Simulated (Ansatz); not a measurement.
# SiO2 (P4_2/mnm): modes against biaxial strain in the (001) plane, that of a and b, part 3 of 4

Wanted: the shifts of the zone-centre modes of SiO2 (P4_2/mnm) with strain.

Ansatz 0.2.0; DFT LDA, scalar-relativistic, plane waves, PAW; PAW set soft_1.

So far, highest optical mode at the zone centre (no LO-TO term) (cm⁻¹): step 5 (zone-centre response at rest) 947.

## (7) Modes of this member: biaxial strain of +4 % in the (001) plane, that of a and b

The zone-centre modes follow for biaxial strain of +4 % in the (001) plane, that of a and b, with the response to a field.

File input.yaml:

```yaml
crystal:
  lattice:
    - [4.3211092703, 0.0, 0.0]
    - [0.0, 4.3211092703, 0.0]
    - [0.0, 0.0, 2.6128968861]
  atoms:
    - { symbol: O, position: [0.6895220231, 0.6895220231, 0.0] }
    - { symbol: O, position: [0.1895220231, 0.8104779769, 0.5] }
    - { symbol: O, position: [0.3104779769, 0.3104779769, 0.0] }
    - { symbol: O, position: [0.8104779769, 0.1895220231, 0.5] }
    - { symbol: Si, position: [0.5, 0.5, 0.5] }
    - { symbol: Si, position: [0.0, 0.0, 0.0] }
kpoints:
  mp_grid: { grid: [8, 8, 8] }
hamiltonian:
  xc: lda
  pseudopotentials: { kind: paw, azcp: { folder: soft_1 }, xc_functional: pbe }
scf:
  occupations: { method: fixed }
output:
  eigenvalues: true
phonons:
  method: dfpt
  dielectric: true
  rigid_motions: translations
```

Command:

```bash
$ ansatz run input.yaml --threads 8 --pin off --max-ram 16384MiB --backend cpu --events-out ev --progress --plain --runs-dir out
```

Numbers of over 12 decimals in the logs are rounded to 6 here.

Log:

```text
[...]
Crystal: 6 atoms, lattice volume = 48.788 Å³
Basis set: ecut = 420 eV, 969 PW (Γ), exchange–correlation on 60×60×36 points (8 copies of the dense FFT grid, shifted against one another)
Bands: 22, of which v1, the nominal top of the filled ones, is band 16 counted from 1 (15 counted from 0)
Symmetry: 16 space group operations
k-points: 260 of 512 (irreducible under 1 space group operation, time reversal used)
[...]
SCF iter   1: F=—  HF=-3447.210638 eV  |F-HF|=—  |Δ(HF+E_count)|=         —  Δρ=1.31e-1  dr2=6.84e0  ethr=3.10e-3  ⟨swp⟩=4.2  Hψ=25784  notcnv=0  defer=1020
[...]
SCF iter   9: F=-3445.229727 eV  HF=-3445.229727 eV  |F-HF|=3.64e-12  |Δ(HF+E_count)|=  8.19e-11  Δρ=1.86e-7  dr2=6.74e-12  ethr=1.00e-12  ⟨swp⟩=13.1  Hψ=38989  notcnv=0
SCF 1 converged in 9 iterations: F = -3445.229727 eV  dr2 = 6.74e-12
[...]
Bands: 17, of which v1, the nominal top of the filled ones, is band 16 counted from 1 (15 counted from 0)
k-points: 40 of 512
[...]
Eigensolver: Dense (40 Hₖ)
SCF iter   1: F=—  HF=-3445.231038 eV  |F-HF|=—  |Δ(HF+E_count)|=         —  Δρ=7.50e-4  dr2=4.27e-5  ethr=1.00e-1
[...]
SCF iter   4: F=-3445.231024 eV  HF=-3445.231024 eV  |F-HF|=3.23e-10  |Δ(HF+E_count)|=   7.04e-7  Δρ=9.19e-6  dr2=1.15e-8  ethr=7.10e-9
SCF 1 converged in 4 iterations: F = -3445.231024 eV  dr2 = 1.15e-8
[...]
SCF converged after 9 iterations
Free energy (F): -3445.229727 eV
[...]
Internal energy: -3445.229727 eV  (E = F + TS)
E sigma→0 (E₀):  -3445.229727 eV
Fermi energy:    9.307884 eV
[...]
--- Band table (eV; the first three rows and the last of 260) ---
  k-point 0: bands = [... 12 lower, 6.9283, 8.4734, 8.4734, 9.3079, 14.5145, 16.3872, 18.1246, 18.1246, ... 2 higher]
  k-point 1: bands = [... 12 lower, 6.1373, 8.3473, 8.3473, 9.1809, 15.2225, 17.4669, 18.9204, 18.9204, ... 2 higher]
  k-point 2: bands = [... 12 lower, 4.9534, 7.9250, 7.9250, 8.7313, 16.3210, 19.0990, 19.3041, 20.2529, ... 2 higher]
  k-point 259: bands = [... 12 lower, 7.4315, 7.4315, 7.9298, 7.9298, 16.0815, 16.0815, 19.3439, 19.3439, ... 2 higher]
[...]
ASR residual: 3.193e-5 → 0.000e0 eV/Å²; symmetrization residual: 1.376e-6 eV/Å²
  ASR residual per site (eV/Å²): 2.19e-5 2.19e-5 2.19e-5 2.19e-5 3.19e-5 3.19e-5
[...]
ε∞ (high-frequency dielectric tensor):
        3.448554     0.000000     0.000000
        0.000000     3.448554     0.000000
        0.000000     0.000000     3.515203
  ε⁰ (static dielectric tensor: ions relaxed, cell fixed):
       18.470170    -0.000000    -0.000000
       -0.000000    18.470170    -0.000000
       -0.000000    -0.000000     8.345412
  ε⁰ − ε∞ (ionic part):
       15.021615    -0.000000    -0.000000
       -0.000000    15.021615    -0.000000
       -0.000000    -0.000000     4.830209
[...]
Born effective charges Z* (e; rows j = field, columns β = displacement):
    site 0:
        -1.92038   -0.61377    0.00000
        -0.61377   -1.92038    0.00000
         0.00000    0.00000   -2.02529
    site 1:
        -1.92038    0.61377    0.00000
         0.61377   -1.92038    0.00000
         0.00000    0.00000   -2.02529
    site 2:
        -1.92038   -0.61377    0.00000
        -0.61377   -1.92038    0.00000
         0.00000    0.00000   -2.02529
    site 3:
        -1.92038    0.61377    0.00000
         0.61377   -1.92038    0.00000
         0.00000    0.00000   -2.02529
    site 4:
         3.84076   -0.46359    0.00000
        -0.46359    3.84076    0.00000
         0.00000    0.00000    4.05058
    site 5:
         3.84076    0.46359    0.00000
         0.46359    3.84076    0.00000
         0.00000    0.00000    4.05058
  Z* charge neutrality: 4.884e-3 e pre-enforcement
[...]
optical modes at Γ without the LO–TO term, one row a degenerate level:
      ω (cm⁻¹)  modes    IR ((D/Å)²/amu)
        229.63      1             0.0000
        329.01      2            68.4471
        369.36      1             0.0000
        496.21      2             5.7098
        549.43      1             0.0000
        564.93      2             0.0000
        676.83      1            50.6151
        709.59      1             0.0000
        736.95      1             0.0000
        831.28      2            21.9095
        875.57      1             0.0000
  optical modes at Γ + LO–TO along q̂ = [1.0000, 0.0000, 0.0000]:
      ω (cm⁻¹)  modes    IR ((D/Å)²/amu)
        229.63      1             0.0000
        329.01      1            34.2235
[...]
optical modes at Γ + LO–TO along q̂ = [0.0000, 1.0000, 0.0000]:
      ω (cm⁻¹)  modes    IR ((D/Å)²/amu)
[...]
996.19      1            36.7066
  optical modes at Γ + LO–TO along q̂ = [0.0000, 0.0000, 1.0000]:
      ω (cm⁻¹)  modes    IR ((D/Å)²/amu)
        229.63      1             0.0000
        329.01      2            68.4471
        369.36      1             0.0000
        496.21      2             5.7098
        549.43      1             0.0000
        564.93      2             0.0000
        709.59      1             0.0000
        736.95      1             0.0000
        831.28      2            21.9095
        875.57      1             0.0000
       1042.87      1            50.6151
```

Run time: 30 s. Hardware: 8 threads of Arm Neoverse V2, shared host; peak memory 1.3 GiB; 3.5 min of CPU time.

This step gave:

```yaml
miss_of_the_charge_sum_rule: 0.004884 e
estimated_error_of_the_dielectric_tensor: 0.008514
estimated_error_of_the_born_charges: 0.01616 e
highest_optical_mode_at_the_zone_centre_no_lo_to_term: 875.6 cm⁻¹
lowest_optical_zone_centre_mode: 229.6 cm⁻¹
mean_high_frequency_dielectric_constant: 3.471
largest_born_charge_third_of_the_trace: 3.911 e
mean_static_dielectric_constant: 15.10
top_of_the_zone_centre_spectrum_with_the_field: 1043 cm⁻¹
```

Without the LO-TO term. Patterns of degenerate modes are one choice out of their space. Modes at Γ, with each element's share of the kinetic energy:

```
mode  frequency (cm⁻¹)  symmetry  O %  Si %
   1               0.0  acoustic   53    47
   2               0.0  acoustic   53    47
   3               0.0  acoustic   53    47
   4             229.6       B1g  100     0
   5             329.0        Eu   31    69
   6             329.0        Eu   31    69
   7             369.4       B1u   25    75
   8             496.2        Eu   73    27
   9             496.2        Eu   73    27
  10             549.4       A2g  100     0
  11             564.9        Eg  100     0
  12             564.9        Eg  100     0
  13             676.8       A2u   47    53
  14             709.6       A1g  100     0
  15             737.0       B1u   75    25
  16             831.3        Eu   43    57
  17             831.3        Eu   43    57
  18             875.6       B2g  100     0
```

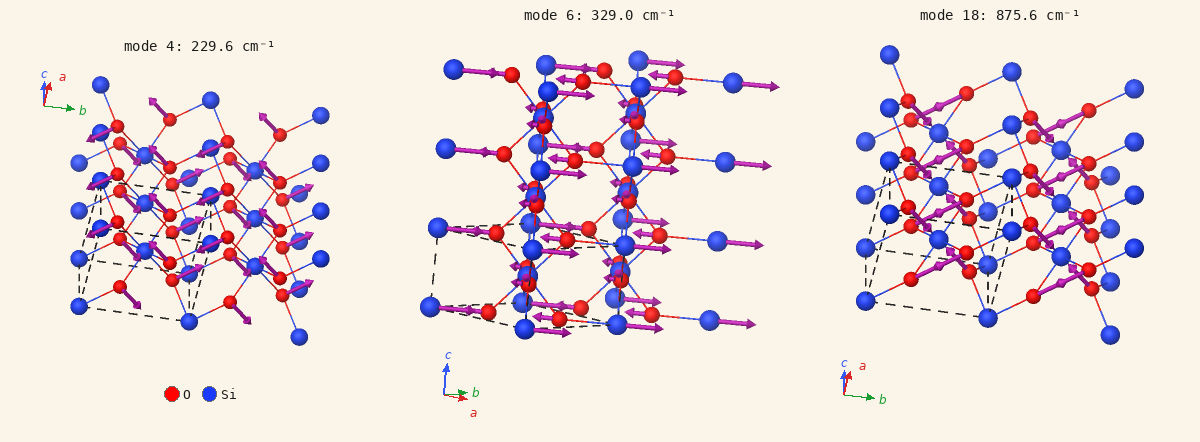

Displacement patterns of modes 4, 6 and 18 at Γ; arrows are exaggerated. 1×2×3 cells are drawn. Some periodic images of atoms are drawn too.

Transverse modes. Infrared lines, with heights relative to the strongest:

```
position (cm⁻¹)  label  relative intensity
            230    B1g                 0.0
            329     Eu                 100
            369    B1u                 0.0
            496     Eu                 8.3
            549    A2g                 0.0
            565     Eg                 0.0
            677    A2u                  74
            710    A1g                 0.0
            737    B1u                 0.0
            831     Eu                  32
            876    B2g                 0.0
```

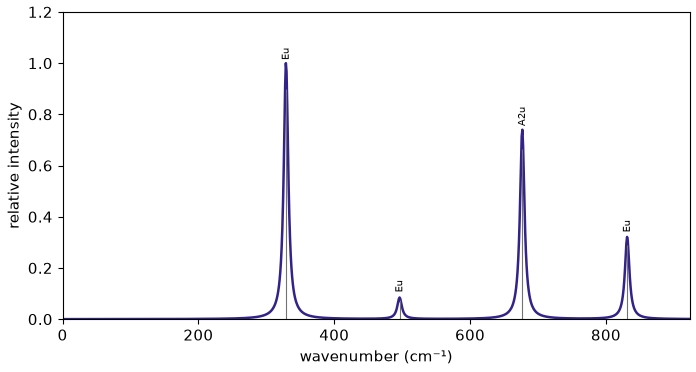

The infrared spectrum, broadened with Lorentzians of width 8 cm⁻¹; bars mark the lines.

Without the LO-TO term the lowest optical mode is real, 230 cm⁻¹, and the highest lies at 875.6 cm⁻¹.

For the highest optical mode at the zone centre (no LO-TO term), step 5 gave 947 cm⁻¹; this run, with biaxial strain 4 %, gives 876 cm⁻¹ (-8 %).

## (8) Relaxation of a member: biaxial strain of -4 % in the (001) plane, that of a and b

The cell takes a biaxial strain of -4 % in the (001) plane, that of a and b. The strained lengths are held, while the rest of the cell and the atoms relax.

input.yaml, the sections that differ from step 7:

```yaml
crystal:
  lattice:
    - [3.9887162495, 0.0, 0.0]
    - [0.0, 3.9887162495, 0.0]
    - [0.0, 0.0, 2.7078391266]
  atoms:
    - { symbol: O, position: [0.6964385119, 0.6964385119, 0.0] }
    - { symbol: O, position: [0.1964385119, 0.8035614881, 0.5] }
    - { symbol: O, position: [0.3035614881, 0.3035614881, 0.0] }
    - { symbol: O, position: [0.8035614881, 0.1964385119, 0.5] }
    - { symbol: Si, position: [0.5, 0.5, 0.5] }
    - { symbol: Si, position: [0.0, 0.0, 0.0] }
output:
  forces: true
  stress: true
  eigenvalues: true
relax:
  adjacent_minimum: "off"
  f_tol: 0.001
  max_steps: 60
  cell: { stress_tol: 0.01, fix: [a, b, gamma] }
# kpoints, hamiltonian, scf: as in step 7
# phonons: removed
```

Log:

```text
[...]
Crystal: 6 atoms, lattice volume = 43.081 Å³
Basis set: ecut = 420 eV, 825 PW (Γ)
Bands: 22, of which v1, the nominal top of the filled ones, is band 16 counted from 1 (15 counted from 0)
Symmetry: 16 space group operations
[...]
k-points: 75 of 512
[...]
cell:  # Å, volume = 43.3658 Å³
    - [3.9887162495, 0.0, 0.0]
    - [0.0, 3.9887162495, 0.0]
    - [0.0, 0.0, 2.725718]
  atoms:
    - { symbol: O, position: [0.696782, 0.696782, 0.0] }
    - { symbol: O, position: [0.196782, 0.803218, 0.500000] }
    - { symbol: O, position: [0.303218, 0.303218, 0.0] }
    - { symbol: O, position: [0.803218, 0.196782, 0.500000] }
    - { symbol: Si, position: [0.500000, 0.500000, 0.500000] }
    - { symbol: Si, position: [0, 0, 0.0] }
[key lines of the parts left out:]
SCF converged after 4 iterations
Free energy (F): -3445.147851 eV
Fermi energy:    11.483411 eV
P = ⅓ Tr σ = 19.0637 GPa (190.637 kbar)
```

Run time: 4.4 s. Hardware: 8 threads; peak memory 0.38 GiB.

Relaxation path:

```
step  energy less that of the first step (eV)  largest force component (eV/Å)  pressure (GPa)  volume (Å³)
   1                                   0.0000                          0.0658           22.01        43.08
   2                                  -0.0020                          0.0676           20.99        43.18
   3                                  -0.0033                          0.0032           19.05        43.36
   4                                  -0.0033                          0.0001           19.02        43.36
  5*                                  -0.0048                          0.0002           19.09        43.36
   6                                  -0.0048                          0.0000           19.06        43.37
  7*                                  -0.0048                          0.0000           19.06        43.37
```

Relaxation steps marked * repeat the geometry before them on a plane-wave basis chosen anew for their cell, so energy and pressure can jump there.

The run keeps the 16 symmetry operations that it works with, so distortions that break them were not tested.

```
conventional cell, symmetrised  before  after  change
                         a (Å)   3.989  3.989  -0.0 %
                         b (Å)   3.989  3.989  -0.0 %
                         c (Å)   2.708  2.726  +0.7 %
              volume (Å³/atom)    7.18   7.23  +0.7 %
```

The relaxed structure:

```xyz
6
Lattice="3.9887 0.0000 0.0000 0.0000 3.9887 0.0000 0.0000 0.0000 2.7257" Properties=species:S:1:pos:R:3 pbc="T T T"
O     2.7793    2.7793    0.0000
O     0.7849    3.2038    1.3629
O     1.2095    1.2095    0.0000
O     3.2038    0.7849    1.3629
Si    1.9944    1.9944    1.3629
Si    0.0000    0.0000    0.0000
```

This step gave:

```yaml
pressure: 19.06 GPa
gap_on_the_k_mesh: 5.842 eV
volume_per_atom: 7.228 Å³
```

The largest force component left is 0.011 meV/Å.

## (9) Modes of this member: biaxial strain of -4 % in the (001) plane, that of a and b

The zone-centre modes follow for biaxial strain of -4 % in the (001) plane, that of a and b, with the response to a field.

input.yaml, the sections that differ from step 8:

```yaml
crystal:
  lattice:
    - [3.9887162495, 0.0, 0.0]
    - [0.0, 3.9887162495, 0.0]
    - [0.0, 0.0, 2.7257176037]
  atoms:
    - { symbol: O, position: [0.6967816348, 0.6967816348, 0.0] }
    - { symbol: O, position: [0.1967816348, 0.8032183652, 0.5] }
    - { symbol: O, position: [0.3032183652, 0.3032183652, 0.0] }
    - { symbol: O, position: [0.8032183652, 0.1967816348, 0.5] }
    - { symbol: Si, position: [0.5, 0.5, 0.5] }
    - { symbol: Si, position: [0.0, 0.0, 0.0] }
output:
  eigenvalues: true
phonons:
  method: dfpt
  dielectric: true
  rigid_motions: translations
# kpoints, hamiltonian, scf: as in step 8
# relax: removed
```

Log:

```text
[...]
Crystal: 6 atoms, lattice volume = 43.366 Å³
Basis set: ecut = 420 eV, 865 PW (Γ), exchange–correlation on 60×60×40 points (8 copies of the dense FFT grid, shifted against one another)
Bands: 22, of which v1, the nominal top of the filled ones, is band 16 counted from 1 (15 counted from 0)
Symmetry: 16 space group operations
k-points: 260 of 512 (irreducible under 1 space group operation, time reversal used)
[...]
ω (cm⁻¹)  modes    IR ((D/Å)²/amu)
[...]
optical modes at Γ + LO–TO along q̂ = [0.0000, 1.0000, 0.0000]:
      ω (cm⁻¹)  modes    IR ((D/Å)²/amu)
[...]
optical modes at Γ + LO–TO along q̂ = [0.0000, 0.0000, 1.0000]:
      ω (cm⁻¹)  modes    IR ((D/Å)²/amu)
[...]
843.50      1             0.0000
        854.51      2            48.0610
       1042.14      1             0.0000
       1061.11      1            52.4625
[key lines of the parts left out:]
SCF converged after 8 iterations
Free energy (F): -3445.147853 eV
Fermi energy:    11.483415 eV
```

Run time: 29 s. Hardware: 8 threads; peak memory 1.1 GiB.

This step gave:

```
sum-rule residual before enforcement                    : 3.23e-4 eV/Å²
miss of the charge sum rule                             : 6.58e-5 e
highest optical mode at the zone centre (no LO-TO term) : 1042 cm⁻¹
lowest optical zone-centre mode                         : 203.2 cm⁻¹
mean high-frequency dielectric constant                 : 3.419
largest Born charge (third of the trace)                : 3.884 e
mean static dielectric constant                         : 9.406
top of the zone-centre spectrum with the field          : 1120 cm⁻¹
```

Without the LO-TO term. Patterns of degenerate modes are one choice out of their space. The modes at Γ (shares of kinetic energy by element, %):

```
mode  frequency (cm⁻¹)  symmetry  O %  Si %
   1               0.0  acoustic   53    47
   2               0.0  acoustic   53    47
   3               0.0  acoustic   53    47
   4             203.2       B1g  100     0
   5             387.1       B1u   15    85
   6             484.8        Eu   66    34
   7             484.8        Eu   66    34
   8             606.1        Eg  100     0
   9             606.1        Eg  100     0
  10             620.0       A2g  100     0
  11             640.6       A2u   47    53
  12             729.1        Eu    1    99
  13             729.1        Eu    1    99
  14             796.1       B1u   86    14
  15             843.5       A1g  100     0
  16             854.5        Eu   80    20
  17             854.5        Eu   80    20
  18            1042.1       B2g  100     0
```

Transverse modes. Lines of the infrared spectrum (strongest = 100):

```
position (cm⁻¹)  label  relative intensity
            203    B1g                 0.0
            387    B1u                 0.0
            485     Eu                  73
            606     Eg                 0.0
            620    A2g                 0.0
            641    A2u                 100
            729     Eu                 8.1
            796    B1u                 0.0
            844    A1g                 0.0
            854     Eu                  92
           1042    B2g                 0.0
```

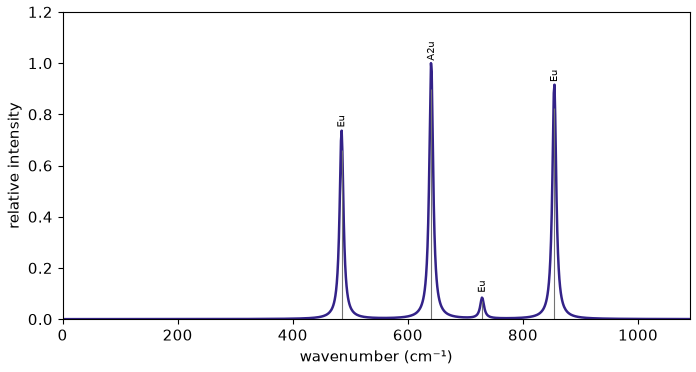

The infrared spectrum, broadened with Lorentzians of width 8 cm⁻¹; bars mark the lines.

Without the LO-TO term the lowest optical mode is real, 203 cm⁻¹, and the highest lies at 1042.1 cm⁻¹.

For the highest optical mode at the zone centre (no LO-TO term), step 5 gave 947 cm⁻¹; this run, with biaxial strain -4 %, gives 1042 cm⁻¹ (+10 %).

(Part 3 of 4 ends here.)

[Logs are printed without paths, hosts, clocks, repeated set-up lines and the standing remarks that a program may print on its own settings, such as how far it seeks lower states.]

[Hosts, paths, dates, database ids (printed as entryN), source tags and the programs' standing remarks are cut or masked in the printed files.]
